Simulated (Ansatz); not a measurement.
BFH3Si2 (SMILES F[SiH2]B[Si]) (doublet)

```xyz
7

B    -2.3256    1.0976    1.3986
F    -0.8129    1.1132   -1.2009
Si   -3.5284    1.5954    2.7309
Si   -0.9367    0.3143    0.2178
H    -3.0835    2.0449    0.9509
H     0.4042    0.3659    0.8734
H    -1.2688   -1.1075   -0.0996
```

Geometry: PBE0-D3(BJ)/def2-SVP.

Theory: isolated molecule in a Gaussian basis; Kohn-Sham density functional theory, functional PBE0 (Ansatz 0.2.0).

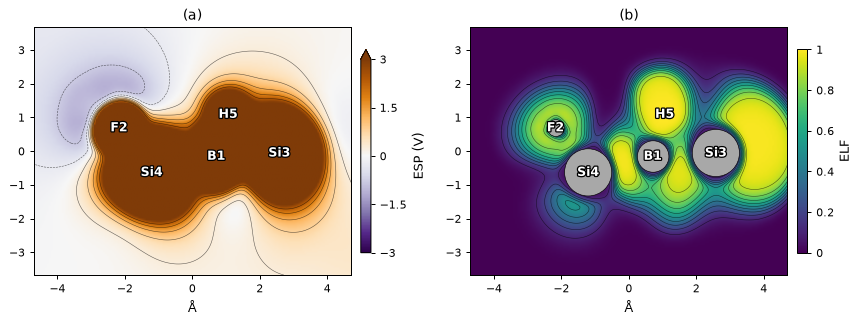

Figure 1. (a) molecular electrostatic potential; (b) electron localisation function on the plane of atoms Si3, B1 and H5. Grey discs cover the atomic cores in the ELF map.

> Describe what can be read from this map.

The plane passes through B, F, Si and H nuclei.
Si–F (1.63 Å): the ELF peaks at about 0.85 in the valence shell of F, 0.6 Å from its nucleus, and is about 0.55 at the midpoint.
Si–B (1.86 Å): the ELF peaks at about 0.90 between the atoms (a covalent bond).
B–H (1.29 Å): the ELF climbs to about 1 towards the hydrogen, as it does in any bond to H.
Si–B (1.98 Å): the ELF peaks at about 1 between the atoms: localised, covalent bonding.
The ELF also peaks beside Si3 and F2, away from the bonds: non-bonding electrons, paired or unpaired.
Outside the dense part of the molecule the potential is most negative (−1.1 V) near F2.

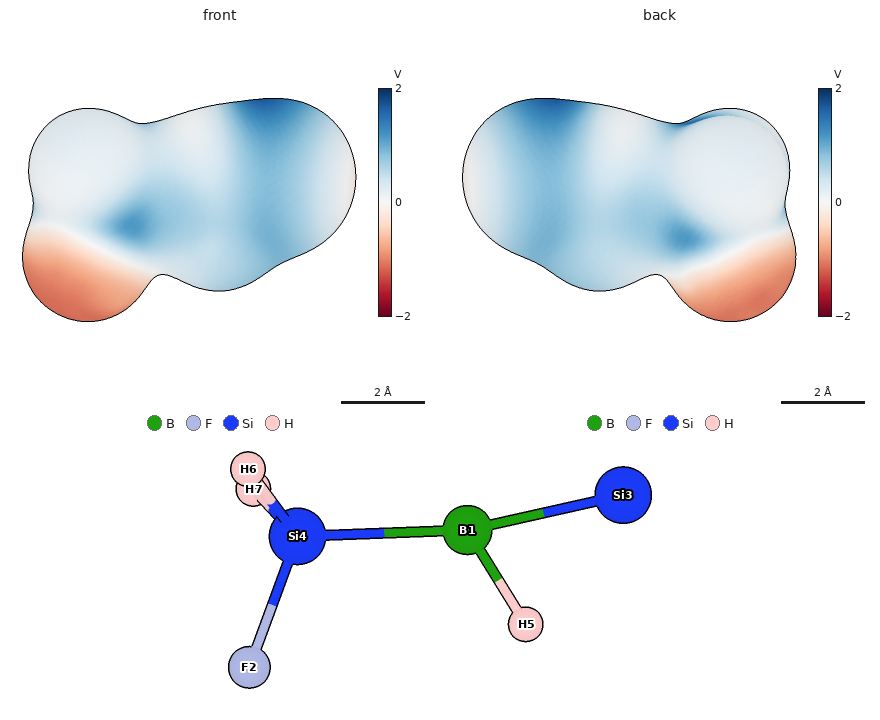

Figure 2. The electrostatic potential painted on the density surface at 0.002 e/bohr³, seen from the front and from behind; red is negative and blue positive. The bare structure is drawn below in the same view.

> Describe the electrostatic potential map.

The most negative region (about −1.1 V) lies over F2, the most positive (about +1.6 V) over Si3.

> How polar is the molecule by this calculation?

Its dipole moment is 1.97 D.

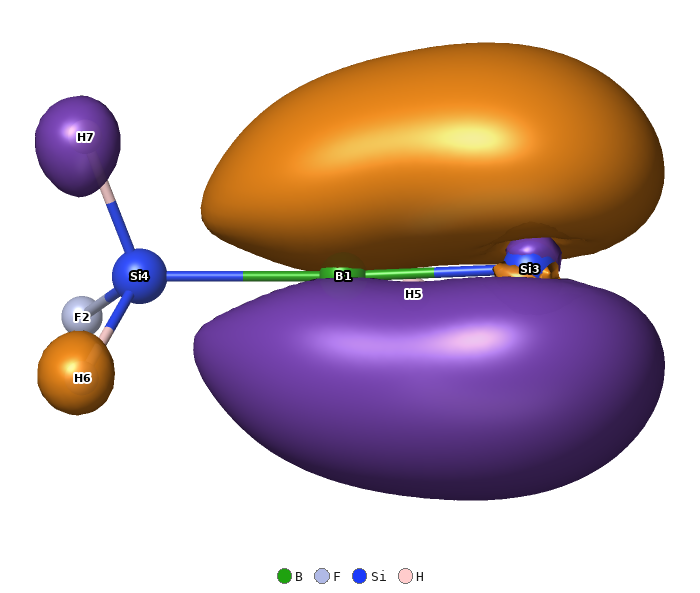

Figure 3. The LUMO (β) at ±0.08 Å⁻³ᐟ² (orange and purple are the two phases), seen from one side.

> Where does this orbital lie, and at what energy?

By Hirshfeld shares it lies mainly on Si3 (about 55 %) and B1 (about 35 %); π-bonding across Si3–B1. Its energy is −3.84 eV.

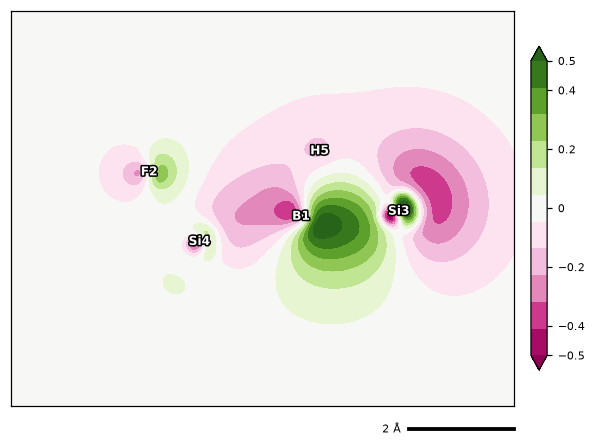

Figure 4. One frontier orbital on the plane of atoms Si3, B1 and H5 (values in Å⁻³ᐟ²; the overall sign is arbitrary).

> Which orbital is it: HOMO (β) or LUMO (β)?

The HOMO (β), at −7.02 eV. By Hirshfeld shares it lies mainly on Si3 (about 60 %), B1 (about 25 %) and Si4 (about 5 %).
